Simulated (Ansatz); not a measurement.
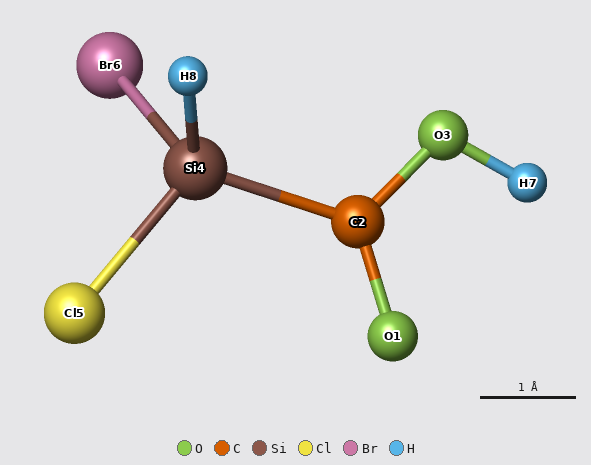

Figure 1. The structure as given in the input (ball-and-stick view, seen at a tilt; atoms are numbered from 1 in the order of the input). Bond lengths as drawn: Br–Si 2.24 Å, Cl–Si 2.06 Å, C–O 1.26 to 1.33 Å, C–Si 1.83 Å, H–O 1.03 Å and H–Si 1.52 Å.

# Run report: CH₂BrClO₂Si, geometry relaxation (part 1 of 2)

The run: geometry relaxation of CH₂BrClO₂Si. Method and program: RKS BLYP/def2-SVP (Ansatz 0.2.0).

It belongs to a series of runs on one base structure; here: end point B relaxed. Figures and captions count atoms from 1; the log counts them from 0 in places.

### The input
```yaml
crystal:
  periodic: [false, false, false]
  atoms:
    - { symbol: O, position_ang: [0.5151, -1.6764, 0.9153] }
    - { symbol: C, position_ang: [0.5636, -0.5451, 0.354] }
    - { symbol: O, position_ang: [1.749, 0.0586, 0.2449] }
    - { symbol: Si, position_ang: [-0.9039, 0.2973, -0.3508] }
    - { symbol: Cl, position_ang: [-2.64991, -0.77584, -0.13346] }
    - { symbol: Br, position_ang: [-0.63685, 0.789, -2.52384] }
    - { symbol: H, position_ang: [2.4379, -0.5596, 0.6928] }
    - { symbol: H, position_ang: [-1.20583, 1.6187, 0.33005] }
basis:
  gaussian: { orbitals: def2-SVP }
hamiltonian:
  xc: blyp
relax:
  f_tol: 0.015
  max_steps: 40
```

Machine: 2 threads of Arm Neoverse V1, 24 GiB of memory available, shared host.

Launched with:
```bash
ansatz run input.yaml --threads 2 --pin off --max-ram 3072MiB --backend cpu --events-out ev --progress --plain --runs-dir out
```

### Output
```
The last accepted step is kept in [file] (removed where the run ends without a failure and the disk answers)
Engine: ansatz 0.2.0, aarch64-unknown-linux-gnu
Functional definition: BLYP
  parameter beta = 0.0042
  parameter a = 0.04918
  parameter b = 0.132
  parameter c = 0.2533
  parameter d = 0.349
  exchange = b88_x(beta = beta)
  correlation = lyp_c(a = a, b = b, c = c, d = d)
1296 factors; their error is unknown
mean field evaluation 1: about -95587.3490 eV, gradient 5.7e1 eV
mean field evaluation 2: about -95534.9810 eV, gradient 1.5e2 eV
mean field evaluation 4: about -95592.8794 eV, gradient 1.7e1 eV
mean field evaluation 8: about -95593.4049 eV, gradient 1.6e-1 eV
mean field evaluation 16: about -95593.2900 eV, gradient 1.6e-3 eV
mean field -95593.28998809 eV, -3512.9886116030 hartree, gradient 6.5e-5 eV, S^2 0.000000; 0 other end points of the search recorded, 0 dependent functions left out
the calculation of the forces begins
reference -95593.29033002 eV, -3512.9886241687 hartree; 45, 45 occupied and 75, 75 virtual orbitals, 1296 factors
relax step   1: F+E_penalty+E_count = -95593.28998809 eV  Δ(F+E_penalty+E_count) = +0.000e0 eV  max|allowed force component| = 4.145e0 eV/Å  Δτ_max = 0.0000 Å  (30 SCF iters, accepted)
these checks for a lower state are left out or cut short: starts, cluster_reference, orbital_swaps, neighbouring_geometries, increment
1296 factors; their error is unknown
mean field -95593.49027805 eV, -3512.9959721234 hartree, gradient 1.1e-5 eV, S^2 0.000000; 0 other end points of the search recorded, 0 dependent functions left out
[... from here on the field's lines of each further geometry are left out, up to the last ...]
relax step   2: F+E_penalty+E_count = -95593.49027805 eV  Δ(F+E_penalty+E_count) = -2.003e-1 eV  max|allowed force component| = 2.081e0 eV/Å  Δτ_max = 0.1212 Å  (38 SCF iters, accepted)
relax step   3: F+E_penalty+E_count = -95593.57898179 eV  Δ(F+E_penalty+E_count) = -8.870e-2 eV  max|allowed force component| = 1.394e0 eV/Å  Δτ_max = 0.0795 Å  (31 SCF iters, accepted)
relax step   4: F+E_penalty+E_count = -95593.60168063 eV  Δ(F+E_penalty+E_count) = -2.270e-2 eV  max|allowed force component| = 6.100e-1 eV/Å  Δτ_max = 0.0276 Å  (32 SCF iters, accepted)
relax step   5: F+E_penalty+E_count = -95593.60954191 eV  Δ(F+E_penalty+E_count) = -7.861e-3 eV  max|allowed force component| = 1.010e-1 eV/Å  Δτ_max = 0.0205 Å  (31 SCF iters, accepted)
relax step   6: F+E_penalty+E_count = -95593.61145374 eV  Δ(F+E_penalty+E_count) = -1.912e-3 eV  max|allowed force component| = 9.072e-2 eV/Å  Δτ_max = 0.0149 Å  (31 SCF iters, accepted)
relax step   7: F+E_penalty+E_count = -95593.61285115 eV  Δ(F+E_penalty+E_count) = -1.397e-3 eV  max|allowed force component| = 6.645e-2 eV/Å  Δτ_max = 0.0217 Å  (31 SCF iters, accepted)
relax step   8: F+E_penalty+E_count = -95593.61357445 eV  Δ(F+E_penalty+E_count) = -7.233e-4 eV  max|allowed force component| = 9.897e-2 eV/Å  Δτ_max = 0.0394 Å  (30 SCF iters, accepted)
relax step   9: F+E_penalty+E_count = -95593.61421589 eV  Δ(F+E_penalty+E_count) = -6.414e-4 eV  max|allowed force component| = 4.813e-1 eV/Å  Δτ_max = 0.1556 Å  (36 SCF iters, accepted)
relax step  10: F+E_penalty+E_count = -95593.61572160 eV  Δ(F+E_penalty+E_count) = -1.506e-3 eV  max|allowed force component| = 5.141e-2 eV/Å  Δτ_max = 0.0426 Å  (30 SCF iters, accepted)
relax step  11: F+E_penalty+E_count = -95593.61720868 eV  Δ(F+E_penalty+E_count) = -1.487e-3 eV  max|allowed force component| = 3.058e-2 eV/Å  Δτ_max = 0.0781 Å  (29 SCF iters, accepted)
relax step  12: F+E_penalty+E_count = -95593.61145727 eV  Δ(F+E_penalty+E_count) = +5.751e-3 eV  max|allowed force component| = 9.136e-1 eV/Å  Δτ_max = 0.1555 Å  (36 SCF iters, rejected (line search))
relax step  13: F+E_penalty+E_count = -95593.61783257 eV  Δ(F+E_penalty+E_count) = -6.239e-4 eV  max|allowed force component| = 7.535e-2 eV/Å  Δτ_max = 0.0546 Å  (30 SCF iters, accepted)
relax step  14: F+E_penalty+E_count = -95593.61757169 eV  Δ(F+E_penalty+E_count) = +2.609e-4 eV  max|allowed force component| = 2.596e-1 eV/Å  Δτ_max = 0.0562 Å  (31 SCF iters, rejected (line search))
relax step  15: F+E_penalty+E_count = -95593.61825340 eV  Δ(F+E_penalty+E_count) = -4.208e-4 eV  max|allowed force component| = 7.982e-2 eV/Å  Δτ_max = 0.0274 Å  (30 SCF iters, accepted)
relax step  16: F+E_penalty+E_count = -95593.61848821 eV  Δ(F+E_penalty+E_count) = -2.348e-4 eV  max|allowed force component| = 1.188e-1 eV/Å  Δτ_max = 0.0389 Å  (30 SCF iters, accepted)
relax step  17: F+E_penalty+E_count = -95593.61865601 eV  Δ(F+E_penalty+E_count) = -1.678e-4 eV  max|allowed force component| = 1.160e-1 eV/Å  Δτ_max = 0.0256 Å  (30 SCF iters, accepted)
relax step  18: F+E_penalty+E_count = -95593.61888556 eV  Δ(F+E_penalty+E_count) = -2.296e-4 eV  max|allowed force component| = 8.584e-2 eV/Å  Δτ_max = 0.0301 Å  (31 SCF iters, accepted)
relax step  19: F+E_penalty+E_count = -95593.61903400 eV  Δ(F+E_penalty+E_count) = -1.484e-4 eV  max|allowed force component| = 5.281e-2 eV/Å  Δτ_max = 0.0307 Å  (30 SCF iters, accepted)
relax step  20: F+E_penalty+E_count = -95593.61911083 eV  Δ(F+E_penalty+E_count) = -7.684e-5 eV  max|allowed force component| = 3.887e-2 eV/Å  Δτ_max = 0.0178 Å  (31 SCF iters, accepted)
relax step  21: F+E_penalty+E_count = -95593.61913616 eV  Δ(F+E_penalty+E_count) = -2.533e-5 eV  max|allowed force component| = 3.174e-2 eV/Å  Δτ_max = 0.0079 Å  (32 SCF iters, accepted)
relax step  22: F+E_penalty+E_count = -95593.61915125 eV  Δ(F+E_penalty+E_count) = -1.509e-5 eV  max|allowed force component| = 1.913e-2 eV/Å  Δτ_max = 0.0043 Å  (33 SCF iters, accepted)
the calculation of the forces begins
reference -95593.61950607 eV, -3513.0007211654 hartree; 45, 45 occupied and 75, 75 virtual orbitals, 1296 factors
relax step  23: F+E_penalty+E_count = -95593.61915817 eV  Δ(F+E_penalty+E_count) = -6.926e-6 eV  max|allowed force component| = 1.189e-2 eV/Å  Δτ_max = 0.0030 Å  (24 SCF iters, accepted)
1296 factors; their error is unknown
mean field evaluation 192: about -95593.6192 eV, gradient 4.9e-3 eV
```

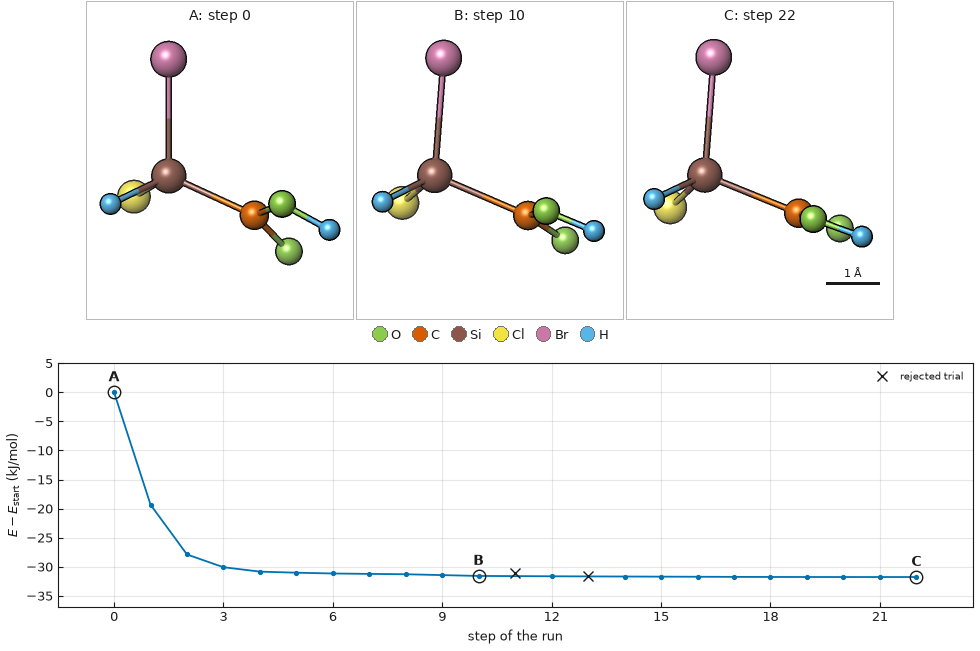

Figure 2. Frames of the relaxation (ball-and-stick view, seen at a tilt) above the curves, on which the letters mark them (the first geometry is step 0 here and step 1 in the log).

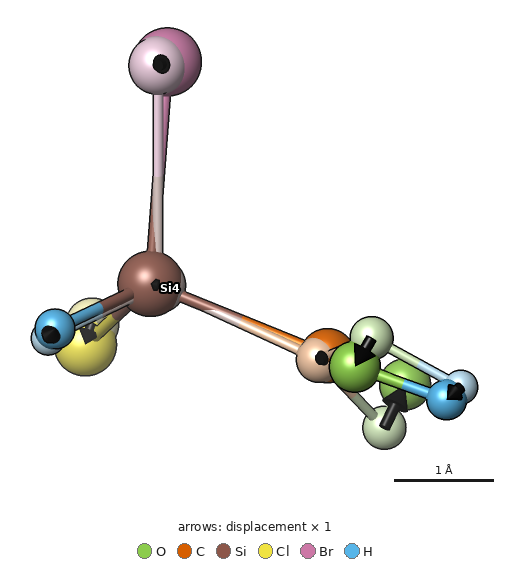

Figure 3. Start (faint) and end (solid) with the displacements as black arrows, at true length (ball-and-stick view, seen at a tilt). The two geometries are laid on each other by the best rigid fit. After 22 geometry steps the energy has fallen by 31.8 kJ/mol. The largest force component goes from 4.1 to 0.012 eV/Å. The line search rejected the trial steps at points 11, 13 (counted from 0) and went back. O1 moves most after the best rigid fit: 0.50 Å. By element the largest moves are O 0.50 Å, Cl 0.23 Å, H 0.21 Å, Br 0.20 Å, C 0.13 Å, Si 0.08 Å. Among the contacts that change: C2–Si4 1.833 → 1.948 Å, O1–C2 1.264 → 1.214 Å, O3–H7 1.028 → 0.989 Å, C2–O3 1.335 → 1.367 Å. Among the angles that change: O3–C2–Si4 118.1° → 110.3°, C2–Si4–Cl5 113.5° → 107.6°, Cl5–Si4–H8 103.7° → 109.4°. (Atoms are counted from 1 in the order of the input.)

```
mean field -95593.61915817 eV, -3513.0007083806 hartree, gradient 1.3e-5 eV, S^2 0.000000; 1 other end points of the search recorded, 0 dependent functions left out
the calculation of the forces begins
reference -95593.61950607 eV, -3513.0007211654 hartree; 45, 45 occupied and 75, 75 virtual orbitals, 1296 factors
Total energy: -95593.61950607 eV, -3513.0007211654 hartree
Atom 0 at     0.598950    -1.864442     0.460594 Å, force    -0.004188    -0.011890     0.000153 eV/Å
Atom 1 at     0.571912    -0.660824     0.303050 Å, force     0.009897     0.011606     0.001669 eV/Å
Atom 2 at     1.635694     0.164250     0.542254 Å, force    -0.003457     0.003788    -0.001110 eV/Å
Atom 3 at    -0.944380     0.366661    -0.361329 Å, force    -0.004821    -0.002389    -0.001242 eV/Å
Atom 4 at    -2.668780    -0.702753     0.082641 Å, force     0.001245     0.000476    -0.000789 eV/Å
Atom 5 at    -0.674799     0.589821    -2.585163 Å, force    -0.000266    -0.000394    -0.000243 eV/Å
Atom 6 at     2.384092    -0.409835     0.838445 Å, force     0.001153    -0.002931     0.000510 eV/Å
Atom 7 at    -1.033579     1.723783     0.248458 Å, force     0.000436     0.001735     0.001052 eV/Å
Dipole moment:     0.287572     0.275107     0.163440 e Å
```

### Trajectory as extended XYZ (Å, eV, eV/Å), 23 frames, from step=1 to step=23
```
8
Properties=species:S:1:pos:R:3:forces:R:3 step=1 energy=-95593.28999
O     0.5151   -1.6764    0.9153   -0.6065   2.0257  -1.0217
C     0.5636   -0.5451    0.3540    1.6308  -4.1452   2.0557
O     1.7490    0.0586    0.2449    1.4484   0.2870   0.2185
Si   -0.9039    0.2973   -0.3508   -1.8433   1.8924  -0.5219
Cl   -2.6499   -0.7758   -0.1335   -0.0701  -0.4332   0.1112
Br   -0.6369    0.7890   -2.5238    0.2208  -0.0852  -0.1540
H     2.4379   -0.5596    0.6928   -1.1223   0.8034  -0.6334
H    -1.2058    1.6187    0.3301    0.3422  -0.3449  -0.0543
8
Properties=species:S:1:pos:R:3:forces:R:3 step=2 energy=-95593.49028
O     0.4485   -1.6602    0.9037   -0.0443   0.9346  -0.9787
C     0.5489   -0.5928    0.2765    0.3765  -1.8109   2.0815
O     1.7199    0.0732    0.2284    0.7171   0.0617  -0.1891
Si   -0.9522    0.3550   -0.3527   -0.5905   0.4036  -0.5416
Cl   -2.6123   -0.8775   -0.0821    0.1332   0.2324  -0.0288
Br   -0.5604    0.7640   -2.5395   -0.1343   0.0705   0.0457
H     2.3856   -0.5093    0.7010   -0.3961   0.3415  -0.2605
H    -1.1089    1.6544    0.3935   -0.0616  -0.2333  -0.1284
8
Properties=species:S:1:pos:R:3:forces:R:3 step=3 energy=-95593.57898
O     0.4604   -1.6867    0.8955   -0.0323   0.8939  -0.4229
C     0.5530   -0.5825    0.3552    0.1088  -1.3940   0.6171
O     1.7394    0.0660    0.2409    0.0780   0.2031  -0.0226
Si   -0.9658    0.3685   -0.3667   -0.0241   0.0836  -0.0780
Cl   -2.6180   -0.8735   -0.0931    0.1273   0.2090  -0.0415
Br   -0.5807    0.7749   -2.5576   -0.0786   0.0051   0.1590
H     2.4086   -0.5204    0.6783   -0.0562   0.0782  -0.0834
H    -1.1278    1.6602    0.3764   -0.1229  -0.0789  -0.1277
8
Properties=species:S:1:pos:R:3:forces:R:3 step=4 energy=-95593.60168
O     0.4713   -1.6950    0.9062   -0.0418   0.3428  -0.1506
C     0.5623   -0.6008    0.3693   -0.0074  -0.6100   0.2002
O     1.7447    0.0620    0.2464   -0.0726   0.1718  -0.0502
Si   -0.9616    0.3655   -0.3694    0.0881   0.0441   0.0104
Cl   -2.6240   -0.8538   -0.1008    0.0539   0.0860  -0.0156
Br   -0.5966    0.7875   -2.5547   -0.0207  -0.0086   0.0795
H     2.4213   -0.5174    0.6742    0.0553   0.0100  -0.0135
H    -1.1481    1.6586    0.3578   -0.0549  -0.0362  -0.0603
```
